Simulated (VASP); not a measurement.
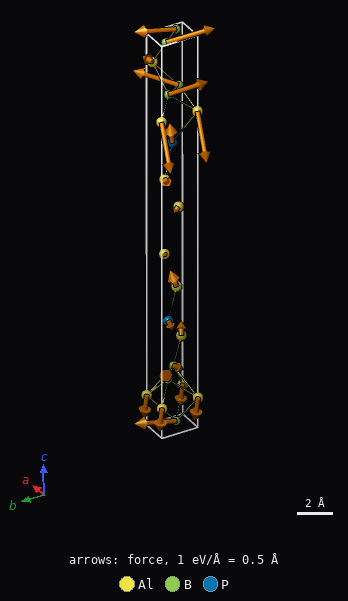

Starting geometry of crystalline Al4B3P (a generated structure, set up in P1) with the computed forces as orange arrows. The picture is a ball-and-stick view of the cell of the calculation, seen from a free direction.

The run lets cell and atoms move.

Theory: Kohn-Sham DFT of a periodic cell, PBE, VASP PAW PBE potentials, recommended in VASP.

The input:
```
PREC = Normal
ENCUT = 520
EDIFF = 1E-5
ISMEAR = 0
SIGMA = 0.15
LREAL = Auto
LASPH = True
NELM = 80
ALGO = Fast
ISIF = 3
LWAVE = False
LCHARG = False
GGA = PE
IBRION = 2
NSW = 110
EDIFFG = -0.03
ISYM = 0
KPAR = 2
```

Command:
```bash
cat potpaw_PBE.64/Al/POTCAR potpaw_PBE.64/B/POTCAR potpaw_PBE.64/P/POTCAR > POTCAR
mpirun -np 2 vasp_std > vasp.out
```

Q: What follows when this structure is relaxed?

A: It isn't relaxed: the largest force vector, on an Al atom, is 6.22 eV/Å. The final displacements follow the starting forces only in part (cosine between the two patterns 0.62). Over 48 geometry steps the energy falls by 4.724 eV per cell of the calculation. Largest force component: 5.8 eV/Å at the start, 0.021 eV/Å at the end. Pressure: 14.71 GPa at the start and 0.00 GPa at the end. The largest move relative to the cell is that of an Al atom, 0.44 Å along [0 3 1]. By element the largest moves are Al 0.44 Å, P 0.40 Å, B 0.28 Å. The drawn cell changes as follows: a 3.052 → 3.017 Å (−1.1 %), b 3.024 → 3.017 Å (−0.2 %), c 23.246 → 24.122 Å (+3.8 %), α 91.0° → 90.0°, β 89.9° → 90.0°, γ 120.5° → 120.0°; the volume changes by +2.9 %. Some distances before and after: Al–B 1.945 → 2.414 Å, Al–P 2.992 → 2.525 Å, Al–P 2.226 → 2.662 Å, Al–B 1.966 → 2.382 Å. Bond angles that change, for instance: Al–B–B 91.2° → 69.6°, B–B–B 137.4° → 120.0°, B–B–B 104.4° → 120.0°. The space group stays P1 (No. 1). It ran on 2 threads of Intel(R) Xeon(R) 6975P-C (Granite Rapids) (shared host).
